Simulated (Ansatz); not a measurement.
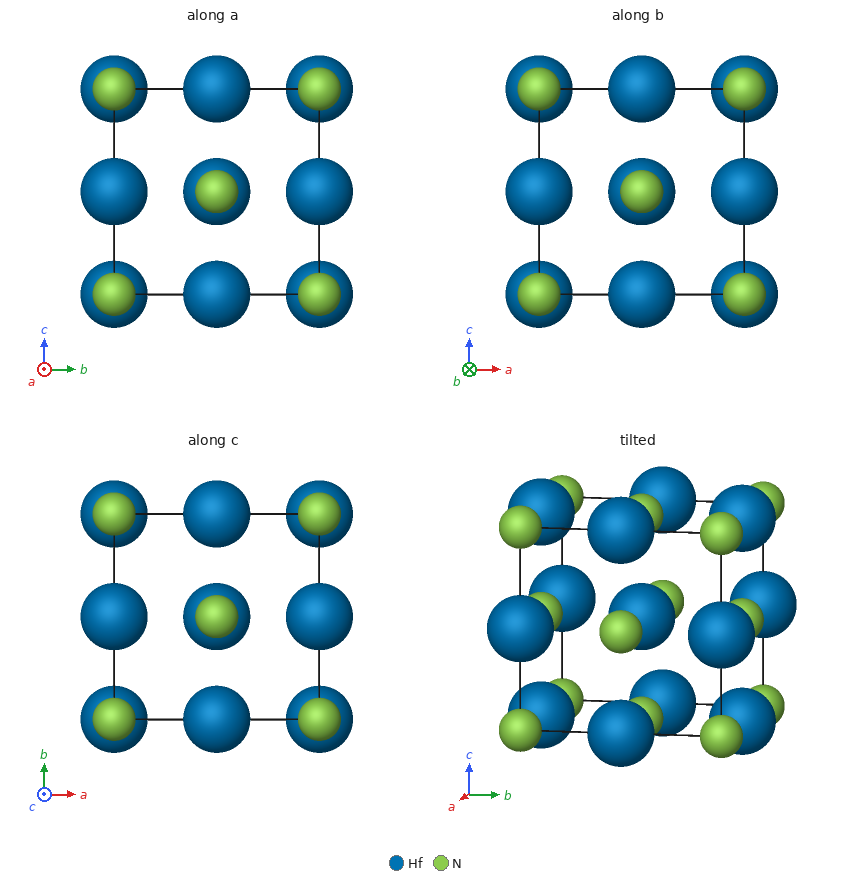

We look at a spheres-only model of the crystal along the a axis, along the b axis, along the c axis and slightly off an axis. Thin lines show the conventional unit cell, with boundary atoms drawn in all their periodic places.

Lattice parameters: a = 4.5478 Å, b = 4.5478 Å, c = 4.5478 Å, α = 90.000°, β = 90.000°, γ = 90.000°.

Convert the drawing into a CIF in P1 with every atom of the cell.

Answer.
```cif
data_structure
_symmetry_space_group_name_H-M 'P 1'
_symmetry_Int_Tables_number 1
_cell_length_a 4.5478
_cell_length_b 4.5478
_cell_length_c 4.5478
_cell_angle_alpha 90.000
_cell_angle_beta 90.000
_cell_angle_gamma 90.000
_cell_volume 94.06
loop_
_atom_site_label
_atom_site_type_symbol
_atom_site_fract_x
_atom_site_fract_y
_atom_site_fract_z
_atom_site_occupancy
Hf1 Hf 0.0000 0.5000 0.0000 1
N1 N 0.0000 0.0000 0.0000 1
Hf2 Hf 0.0000 0.0000 0.5000 1
N2 N 0.0000 0.5000 0.5000 1
Hf3 Hf 0.5000 0.5000 0.5000 1
N3 N 0.5000 0.0000 0.5000 1
Hf4 Hf 0.5000 0.0000 0.0000 1
N4 N 0.5000 0.5000 0.0000 1
```

The initial geometry was a structure type filled with these elements by a generator (whether the compound takes this form wasn't checked). Earlier steps of the study may have refined or changed the cell and positions. Ansatz was used for an electronic-structure calculation on it.
